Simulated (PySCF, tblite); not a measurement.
**C6H10AlF: geometry, infrared bands and NMR shifts**

Wanted: the infrared bands and NMR shifts of C6H10AlF (`C=[C]([AlH][F])C1CCC1`), by calculation.

Computed with tblite 0.8.0 and PySCF 2.14.0, with density-fitted response routines of our own, on a single molecule in the gas phase. Atoms are numbered from 0 throughout.

## Step 1: The starting structure

18 atoms, charge 0, multiplicity 1; geometry from: force field or distance geometry start.

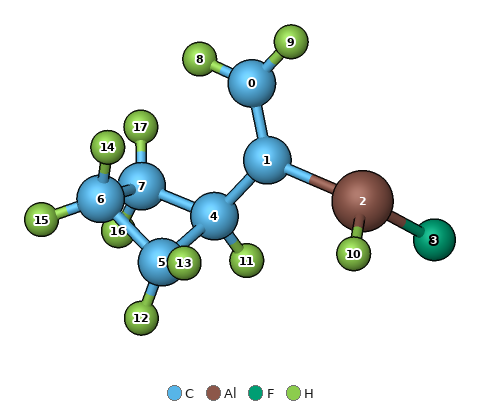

The starting geometry (carbon blue, aluminium brown, fluorine teal, hydrogen green), atoms numbered.

## Step 2: Geometry optimisation with GFN2-xTB

The job: settings as JSON, then the geometry in Å.

```
{"job": {"kind": "relax", "xc": "GFN2-xTB", "basis": "xTB"}, "charge": 0, "multiplicity": 1}
C     -1.034900    -0.363300     1.690200
C     -1.079100    -0.010000     0.396900
Al    -2.571800     1.075300    -0.260100
F     -3.667300     0.206900    -1.439900
C     -0.024400    -0.410400    -0.565000
C      0.984400     0.706900    -0.862100
C      1.841000     0.081500     0.241000
C      1.120900    -1.224600    -0.080700
H     -0.222300    -0.962900     2.082400
H     -1.818400    -0.070400     2.405800
H     -2.279300     2.608200    -0.669400
H     -0.440000    -0.750700    -1.557800
H      1.493700     0.609400    -1.825200
H      0.608800     1.715900    -0.617100
H      1.571800     0.443000     1.248500
H      2.896400    -0.031100     0.012100
H      1.642100    -1.687800    -0.952500
H      0.969700    -1.929500     0.741100
```

Launch:

```sh
$ OMP_NUM_THREADS=1 python probes_run.py task.json out
```

This one command runs all jobs of the session in turn.

Output:

```text
step      E/eV     max force
  0    -646.01638    3.090
  1    -646.38455    2.262
  2    -646.62696    1.474
  3    -646.70975    1.302
  4    -646.82831    0.678
  5    -646.85661    0.483
  6    -646.88542    0.370
  7    -646.89818    0.349
  8    -646.90585    0.255
  9    -646.91154    0.155
 10    -646.91577    0.142
 11    -646.92062    0.210
 12    -646.92549    0.196
 13    -646.93020    0.181
 14    -646.93428    0.144
 15    -646.93768    0.147
 16    -646.94072    0.148
 17    -646.94368    0.152
 18    -646.94655    0.150
 19    -646.94935    0.131
 20    -646.95191    0.124
 21    -646.95408    0.115
 22    -646.95597    0.117
 23    -646.95783    0.103
 24    -646.96003    0.119
 25    -646.96273    0.121
 26    -646.96549    0.126
 27    -646.96763    0.112
 28    -646.96902    0.073
 29    -646.97012    0.082
 30    -646.97141    0.119
 31    -646.97296    0.119
 32    -646.97455    0.086
 33    -646.97605    0.093
 34    -646.97755    0.100
 35    -646.97912    0.097
 36    -646.98068    0.080
 37    -646.98203    0.074
 38    -646.98309    0.074
 39    -646.98405    0.072
 40    -646.98501    0.072
 41    -646.98580    0.055
 42    -646.98635    0.056
 43    -646.98680    0.049
 44    -646.98733    0.057
 45    -646.98796    0.059
 46    -646.98865    0.077
 47    -646.98940    0.086
 48    -646.99040    0.095
 49    -646.99165    0.136
 50    -646.99388    0.142
 51    -646.99739    0.146
 52    -647.00084    0.164
 53    -646.99969    0.335
 54    -647.00503    0.127
 55    -647.00731    0.116
 56    -647.01336    0.273
 57    -647.01690    0.149
 58    -647.02015    0.118
 59    -647.02787    0.404
 60    -647.03543    0.232
 61    -647.04573    0.237
 62    -647.06285    0.382
 63    -647.07264    0.228
 64    -647.08113    0.243
 65    -647.09656    0.262
 66    -647.10157    0.220
 67    -647.10855    0.154
 68    -647.11354    0.327
 69    -647.11819    0.168
 70    -647.12218    0.135
 71    -647.13142    0.137
 72    -647.13593    0.198
 73    -647.14011    0.149
 74    -647.14338    0.109
 75    -647.14583    0.124
 76    -647.14933    0.141
 77    -647.15479    0.199
 78    -647.16083    0.189
 79    -647.16536    0.142
 80    -647.16567    0.377
 81    -647.17107    0.119
 82    -647.17280    0.095
 83    -647.17617    0.088
 84    -647.17759    0.073
 85    -647.17880    0.107
 86    -647.17957    0.123
 87    -647.18059    0.095
 88    -647.18169    0.084
 89    -647.18280    0.057
 90    -647.18356    0.062
 91    -647.18413    0.053
 92    -647.18479    0.056
 93    -647.18546    0.053
 94    -647.18595    0.037
 95    -647.18622    0.036
 96    -647.18642    0.033
 97    -647.18669    0.039
 98    -647.18710    0.054
 99    -647.18762    0.056
100    -647.18811    0.046
101    -647.18845    0.046
102    -647.18869    0.040
103    -647.18897    0.037
104    -647.18929    0.035
105    -647.18959    0.036
106    -647.18986    0.037
107    -647.19020    0.046
108    -647.19073    0.057
109    -647.19152    0.062
110    -647.19248    0.077
111    -647.19344    0.091
112    -647.19443    0.102
113    -647.19567    0.112
114    -647.19754    0.115
115    -647.19922    0.132
116    -647.20241    0.198
117    -647.20455    0.148
118    -647.20586    0.138
119    -647.20939    0.129
120    -647.21254    0.230
121    -647.21294    0.241
122    -647.21857    0.163
123    -647.22132    0.148
124    -647.22578    0.140
125    -647.22871    0.175
126    -647.23282    0.197
127    -647.23597    0.187
128    -647.23744    0.155
129    -647.23974    0.123
130    -647.24230    0.101
131    -647.24443    0.095
132    -647.24601    0.093
133    -647.24707    0.121
134    -647.24800    0.082
135    -647.24885    0.058
136    -647.24942    0.053
137    -647.24984    0.045
138    -647.25040    0.050
139    -647.25104    0.048
140    -647.25154    0.056
141    -647.25199    0.053
142    -647.25247    0.055
143    -647.25290    0.050
144    -647.25351    0.051
145    -647.25438    0.066
146    -647.25555    0.073
147    -647.25684    0.066
148    -647.25797    0.110
149    -647.25880    0.066
150    -647.25953    0.083
151    -647.26022    0.087
152    -647.26099    0.095
153    -647.26215    0.079
154    -647.26357    0.075
155    -647.26497    0.068
156    -647.26612    0.068
157    -647.26707    0.062
158    -647.26780    0.047
159    -647.26827    0.047
160    -647.26858    0.038
161    -647.26879    0.034
162    -647.26895    0.030
163    -647.26910    0.024
164    -647.26927    0.023
165    -647.26945    0.032
166    -647.26960    0.026
167    -647.26970    0.021
168    -647.26978    0.019
169    -647.26985    0.018
170    -647.26992    0.020
171    -647.27000    0.018
172    -647.27007    0.017
173    -647.27016    0.019
174    -647.27027    0.022
175    -647.27039    0.023
176    -647.27054    0.026
177    -647.27070    0.027
178    -647.27083    0.021
179    -647.27094    0.023
180    -647.27104    0.021
181    -647.27112    0.021
182    -647.27118    0.018
183    -647.27125    0.021
184    -647.27131    0.021
185    -647.27137    0.021
186    -647.27144    0.026
187    -647.27151    0.024
188    -647.27160    0.024
189    -647.27173    0.024
190    -647.27181    0.024
191    -647.27190    0.026
192    -647.27198    0.019
193    -647.27206    0.019
194    -647.27216    0.023
195    -647.27226    0.034
196    -647.27237    0.036
197    -647.27248    0.026
198    -647.27257    0.019
199    -647.27266    0.016
200    -647.27271    0.016
201    -647.27275    0.010
```

Run time: 5.2 s. Hardware: 1 thread of Intel Xeon at 2.50GHz, shared host; peak memory 0.18 GiB.

Along the way: (not every step is listed)

| step | energy from step 0 (eV) | largest force (eV/Å) |
| --- | --- | --- |
| 0 | 0.0000 | 3.0902 |
| 1 | -0.3682 | 2.2624 |
| 2 | -0.6106 | 1.4737 |
| 3 | -0.6934 | 1.3021 |
| 4 | -0.8119 | 0.6776 |
| 5 | -0.8402 | 0.4833 |
| 6 | -0.8690 | 0.3703 |
| 7 | -0.8818 | 0.3487 |
| 8 | -0.8895 | 0.2551 |
| 26 | -0.9491 | 0.1258 |
| 44 | -0.9710 | 0.0571 |
| 62 | -1.0465 | 0.3816 |
| 80 | -1.1493 | 0.3768 |
| 98 | -1.1707 | 0.0539 |
| 116 | -1.1860 | 0.1981 |
| 134 | -1.2316 | 0.0817 |
| 152 | -1.2446 | 0.0949 |
| 170 | -1.2535 | 0.0200 |
| 188 | -1.2552 | 0.0239 |
| 196 | -1.2560 | 0.0362 |
| 197 | -1.2561 | 0.0262 |
| 198 | -1.2562 | 0.0192 |
| 199 | -1.2563 | 0.0160 |
| 200 | -1.2563 | 0.0156 |
| 201 | -1.2564 | 0.0100 |

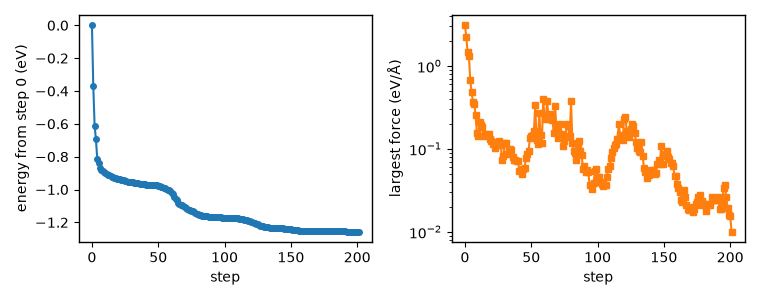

Energy and largest force along the relaxation.

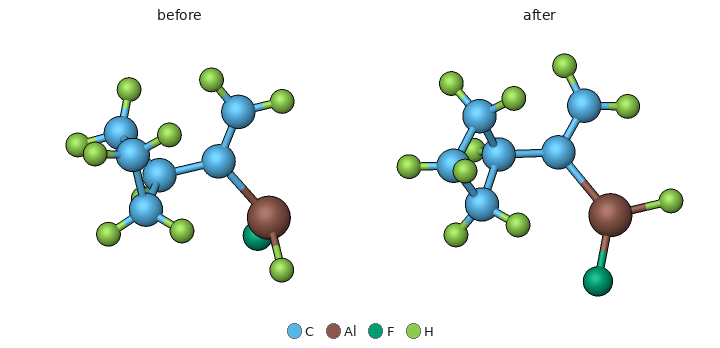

The geometry before (left) and after (right).

Close pairs (by a distance rule), those that changed most:

| bond | before (Å) | after (Å) | change (Å) |
| --- | --- | --- | --- |
| Al2–F3 | 1.829 | 1.651 | -0.179 |
| Al2–H10 | 1.613 | 1.531 | -0.082 |
| C4–C7 | 1.486 | 1.546 | +0.060 |
| C4–H11 | 1.129 | 1.093 | -0.036 |
| C7–H16 | 1.116 | 1.088 | -0.028 |
| C1–Al2 | 1.959 | 1.985 | +0.026 |
| C0–H9 | 1.101 | 1.084 | -0.017 |
| C1–C4 | 1.483 | 1.499 | +0.016 |

The final coordinates are the input of the step that follows.

## Step 3: Harmonic vibrations with GFN2-xTB

The job: settings as JSON, then the geometry in Å.

```
{"job": {"kind": "ir", "xc": "GFN2-xTB", "basis": "xTB"}, "charge": 0, "multiplicity": 1}
C     -1.681710    -0.822940     1.335468
C     -1.155365    -0.204106     0.278913
Al    -2.212409     1.407835    -0.194600
F     -2.048666     2.425595    -1.483654
C      0.120081    -0.646106    -0.372840
C      0.868821     0.451711    -1.150215
C      2.161678     0.089834    -0.405144
C      1.356627    -0.813633     0.539777
H     -1.256455    -1.703520     1.796664
H     -2.592763    -0.442827     1.782565
H     -3.373475     1.749583     0.743348
H     -0.062686    -1.536179    -0.980070
H      0.891412     0.352604    -2.233470
H      0.493599     1.448421    -0.891564
H      2.686334     0.918369     0.066410
H      2.865251    -0.463661    -1.024525
H      1.725180    -1.830530     0.656947
H      1.205786    -0.374132     1.524333
```

Output:

```text
mode    cm-1     km/mol
  1      32.4      0.32
  2      74.2      0.42
  3      80.2      0.39
  4      94.4      0.50
  5     180.9     16.46
  6     191.7      8.30
  7     238.7      0.91
  8     356.1     21.98
  9     412.5     30.68
 10     495.9     70.97
 11     533.8     17.68
 12     626.9    102.77
 13     688.9      8.38
 14     718.1      3.91
 15     799.3    122.08
 16     810.5     85.24
 17     818.6     14.53
 18     890.0      4.17
 19     905.1     23.64
 20     986.5      0.49
 21    1008.3      0.61
 22    1038.0      0.17
 23    1052.6      0.24
 24    1078.0      3.21
 25    1111.6      1.33
 26    1165.8      5.04
 27    1186.1      0.85
 28    1189.1      0.31
 29    1217.4      1.85
 30    1238.0      0.39
 31    1242.4      0.21
 32    1260.1      0.09
 33    1285.7      0.90
 34    1393.8      0.12
 35    1459.0      0.50
 36    1472.1      0.08
 37    1491.0      0.21
 38    1630.6      0.06
 39    1842.1    344.56
 40    2906.9     54.50
 41    2938.8     32.62
 42    2994.6      0.41
 43    3006.0     25.83
 44    3010.8     47.49
 45    3012.4     11.99
 46    3014.7     74.40
 47    3017.0     81.88
 48    3055.1     54.66
```

Run time: 2.1 s. Hardware: 1 thread of Intel Xeon at 2.50GHz, shared host; peak memory 0.18 GiB.

Which atoms move in the most intense modes:

| cm⁻¹ | km/mol | atoms |
| --- | --- | --- |
| 496 | 71.0 | H10 36 %, C1 27 %, Al2 13 % |
| 627 | 102.8 | H10 80 %, F3 13 % |
| 799 | 122.1 | Al2 27 %, F3 25 %, H14 10 %, H15 10 % |
| 810 | 85.2 | Al2 17 %, F3 14 %, H14 13 %, H16 12 % |
| 1842 | 344.6 | H10 96 % |
| 3015 | 74.4 | H14 47 %, H17 36 % |
| 3017 | 81.9 | H15 53 %, H12 19 %, H16 15 % |
| 3055 | 54.7 | H8 89 % |

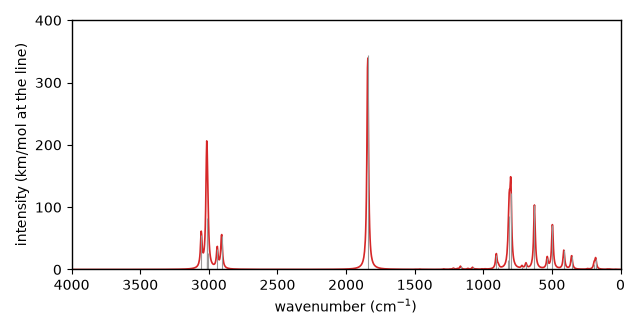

The infrared spectrum from these modes, unscaled. Lines are broadened to a width of 14 cm⁻¹ (Lorentzian).

## Step 4: Shielding tensors: PBE0/pcSseg-1

The job, as its differences from that of step 3:

```diff
@@ -1,2 +1,2 @@
-{"job": {"kind": "ir", "xc": "GFN2-xTB", "basis": "xTB"}, "charge": 0, "multiplicity": 1}
+{"job": {"kind": "nmr", "xc": "PBE0", "basis": "pcSseg-1"}, "charge": 0, "multiplicity": 1}
 C     -1.681710    -0.822940     1.335468
```

Level: GIAO PBE0/pcSseg-1 NMR shielding, non-relativistic, gas phase.

Output:

```text
coarse grid: 15432 points
cycle   1  E = -576.2460268703  dE =  7.937e-01  |g| = 7.070e-01  |ddm| = 3.866e+00
cycle   2  E = -576.1402896499  dE =  1.057e-01  |g| = 1.097e+00  |ddm| = 1.275e+00
cycle   3  E = -576.3451412264  dE = -2.049e-01  |g| = 9.381e-02  |ddm| = 7.800e-01
cycle   4  E = -576.3467685781  dE = -1.627e-03  |g| = 3.866e-02  |ddm| = 1.058e-01
cycle   5  E = -576.3471186086  dE = -3.500e-04  |g| = 5.466e-03  |ddm| = 3.759e-02
cycle   6  E = -576.3471250126  dE = -6.404e-06  |g| = 1.896e-03  |ddm| = 8.203e-03
final grid: 144464 points
cycle   7  E = -576.4022394189  dE = -4.094e-05  |g| = 9.508e-03  |ddm| = 3.177e-02
cycle   8  E = -576.4022216278  dE =  1.779e-05  |g| = 1.272e-02  |ddm| = 2.163e-02
cycle   9  E = -576.4022632599  dE = -4.163e-05  |g| = 1.473e-03  |ddm| = 1.280e-02
cycle  10  E = -576.4022637467  dE = -4.868e-07  |g| = 3.651e-04  |ddm| = 1.454e-03
cycle  11  E = -576.4022637802  dE = -3.351e-08  |g| = 7.309e-05  |ddm| = 3.919e-04
cycle  12  E = -576.4022637811  dE = -8.974e-10  |g| = 3.459e-05  |ddm| = 8.606e-05
cycle  13  E = -576.4022637813  dE = -2.046e-10  |g| = 5.196e-06  |ddm| = 2.465e-05
converged SCF energy = -576.4022637813

GIAO shielding tensors (ppm)
atom      isotropic    diamagn.    paramagn.     s11        s22        s33       span
  0 C       42.650     252.842    -210.192    -88.864     49.324    167.491    256.355
  1 C        4.795     255.652    -250.857    -83.600    -38.725    136.709    220.309
  2 Al     390.787     794.857    -404.069    342.944    354.805    474.613    131.670
  3 F      301.967     470.142    -168.175    200.280    339.501    366.121    165.842
  4 C      148.895     247.214     -98.319    136.265    151.641    158.779     22.514
  5 C      150.156     249.474     -99.318    127.824    147.857    174.786     46.962
  6 C      168.892     251.138     -82.246    158.736    165.019    182.920     24.184
  7 C      154.237     249.535     -95.298    130.555    150.984    181.172     50.617
  8 H       25.053      31.325      -6.272     20.783     24.768     29.608      8.825
  9 H       25.534      30.220      -4.686     22.017     25.070     29.515      7.497
 10 H       27.232      29.116      -1.883     23.521     25.157     33.018      9.497
 11 H       28.575      31.572      -2.998     25.765     27.865     32.094      6.329
 12 H       28.988      30.943      -1.955     25.373     27.616     33.973      8.600
 13 H       29.740      32.390      -2.650     26.209     28.650     34.359      8.150
 14 H       29.761      29.865      -0.105     26.288     26.899     36.095      9.807
 15 H       29.648      29.948      -0.300     26.367     27.302     35.275      8.908
 16 H       29.082      30.895      -1.813     25.581     27.245     34.419      8.839
 17 H       29.901      31.691      -1.790     27.137     29.186     33.381      6.244
```

Wall time 2.2 min (1 thread of Intel Xeon at 2.50GHz, shared host); peak memory 0.86 GiB.

Shifts follow as δ = σ(reference) − σ, with reference shieldings (ppm) from runs at the same level and on the same kind of geometry: ¹H TMS 31.72, ¹³C TMS 186.9, ¹⁹F CFCl3 170.9, ²⁷Al AlH4- 490.0. The references are single molecules in the gas phase, so shifts against H2O, NH3, PH3, H3PO4 or CFCl3 are not on the usual liquid scales and can be off by tens of ppm. Shifts against hydride references such as AlH4− lie on their own scale. Atoms listed in one row are averaged.

| atoms | environment | σ (ppm) | δ (ppm) |
| --- | --- | --- | --- |
| C1 | fully substituted alkene carbon | 4.8 | 182.1 |
| C0 | terminal =CH2 carbon | 42.7 | 144.3 |
| C4 | allylic sp3 CH | 148.9 | 38.0 |
| C5, C7 | sp3 CH2 in a ring | 152.2 | 34.7 |
| C6 | sp3 CH2 in a ring | 168.9 | 18.0 |
| H8 | hydrogen on a terminal =CH2 carbon | 25.05 | 6.66 |
| H9 | hydrogen on a terminal =CH2 carbon | 25.53 | 6.18 |
| H10 | hydrogen on an aluminium bonded to C, F | 27.23 | 4.48 |
| H11 | hydrogen on an allylic sp3 CH | 28.57 | 3.14 |
| H12, H16 | hydrogen on an sp3 CH2 in a ring | 29.03 | 2.68 |
| H15 | hydrogen on an sp3 CH2 in a ring | 29.65 | 2.07 |
| H14 | hydrogen on an sp3 CH2 in a ring | 29.76 | 1.96 |
| H13, H17 | hydrogen on an sp3 CH2 in a ring | 29.82 | 1.90 |
| Al2 | aluminium bonded to C, F, H | 390.8 | 99.2 |
| F3 | fluorine bonded to Al | 302.0 | -131.0 |

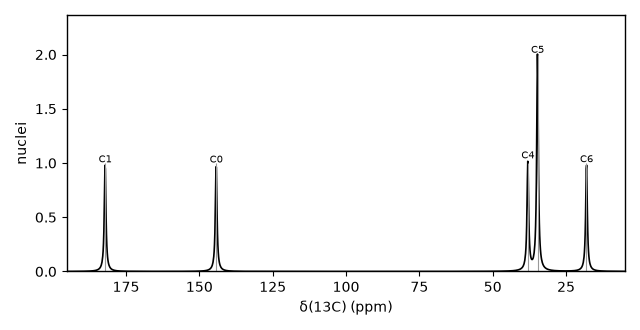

¹³C lines at the computed shifts, without couplings. Lines are broadened to a width of 0.66 ppm (Lorentzian).

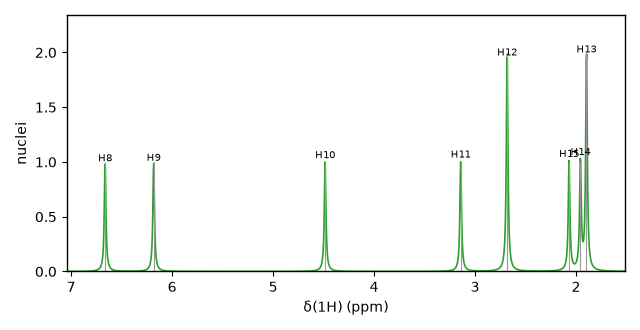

¹H lines at the computed shifts, without couplings. Lines are broadened to a width of 0.02 ppm (Lorentzian).

The run also stored atomic charges by several schemes (e):

| atoms | Mulliken | IAO | Hirshfeld | ESP fit |
| --- | --- | --- | --- | --- |
| C0 | -0.07 | -0.28 | -0.09 | -0.26 |
| C1 | -0.55 | -0.32 | -0.13 | -0.65 |
| Al2 | 1.07 | 1.06 | 0.59 | 1.13 |
| F3 | -0.51 | -0.57 | -0.31 | -0.51 |
| C4 | -0.23 | -0.11 | -0.03 | 0.60 |
| C5, C7 | -0.15 | -0.26 | -0.07 | -0.30 |
| C6 | -0.22 | -0.26 | -0.07 | 0.00 |

IAO charges:

C0 -0.28; C1 -0.32; Al2 1.06; F3 -0.57; C4 -0.11; C5 -0.26; C6 -0.26; C7 -0.27; H8 0.15; H9 0.15; H10 -0.23; H11 0.15; H12 0.14; H13 0.12; H14 0.14; H15 0.14; H16 0.13; H17 0.14

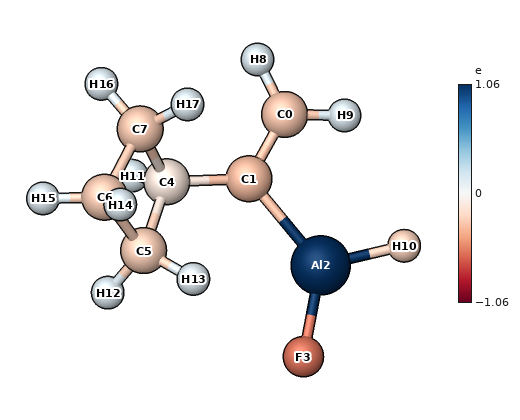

IAO charges, as colours on the atoms.

Mayer bond orders: C0–C1 1.93, C1–Al2 0.83, Al2–F3 0.85, C1–C4 0.97, C4–C5 1.01, C5–C6 1.05, C6–C7 1.05, C7–C4 1.00.

Ring of atoms C4, C5, C6, C7: NICS(0) 0.4, NICS(1) -0.1, NICS(1)zz 5.1 ppm (means of both faces).

Orbitals, density, ELF and potential are computed afterwards from the orbital file.

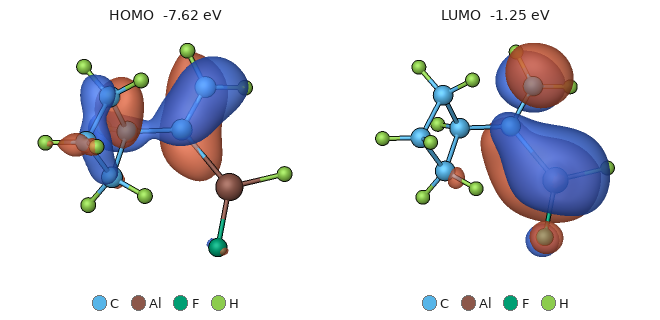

PBE0/pcSseg-1 orbitals near the gap, drawn at the value that encloses 70 % of each; the two colours are the two signs.

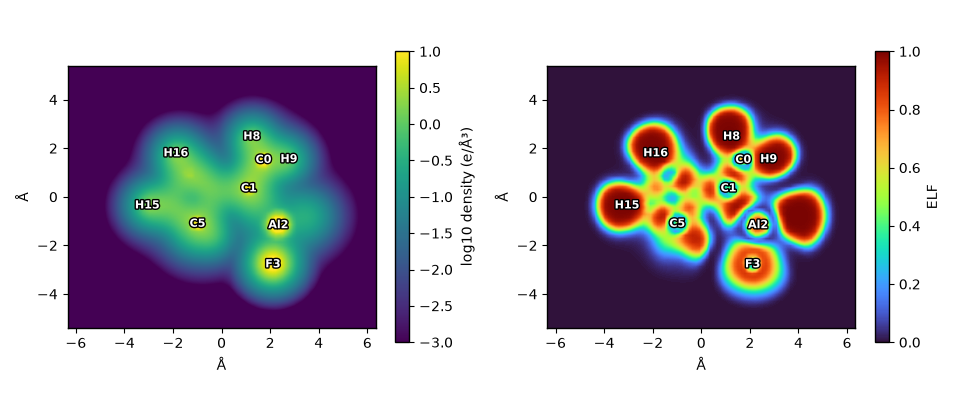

Density (left) and ELF (right) in a plane through or near 9 of the atoms.

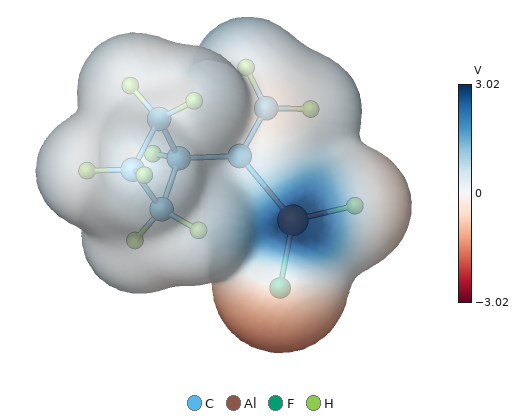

Electrostatic potential on the surface of density 0.002 e/bohr³; red is low, blue high. It runs from -1.44 V near F3 to 3.02 V near Al2.

## Step 5: Results

| quantity | value |
| --- | --- |
| strongest single infrared mode (GFN2-xTB) | 1842 cm⁻¹, 345 km/mol |
| zero-point energy (GFN2-xTB) | 87.6 kcal/mol |
| ¹³C shifts against TMS (PBE0/pcSseg-1, means over atoms taken as alike) | 182.1, 144.3, 38.0, 34.7, 18.0 ppm |
| ¹H shifts against TMS (PBE0/pcSseg-1, means over atoms taken as alike) | 6.66, 6.18, 4.48, 3.14, 2.68, 2.07, 1.96, 1.90 ppm |
| ²⁷Al shifts against AlH4- (PBE0/pcSseg-1) | 99.2 ppm |
| ¹⁹F shifts against CFCl3 (PBE0/pcSseg-1) | -131.0 ppm |
| surface potential, least and greatest | -1.44 V and 3.02 V |

In words: The optimisation took 201 steps and gained 1.256 eV; among the close pairs (by a distance rule), Al2–F3 changed most, from 1.829 to 1.651 Å. All 48 modes are real, so the xTB geometry is a minimum. The strongest single mode, at 1842 cm⁻¹, moves mainly H10. Unscaled tight-binding wavenumbers are off by several per cent, some by more. Its intensities can rank the bands wrongly. At PBE0/pcSseg-1: The widest tensor belongs to C0: span 256 ppm, with a paramagnetic part of -210 ppm. By nearest atom (PBE0/pcSseg-1), the HOMO sits on C0, C1 about 28 % each; C4, C7 about 8 % each and the LUMO on Al2 35 %; C0 17 %.
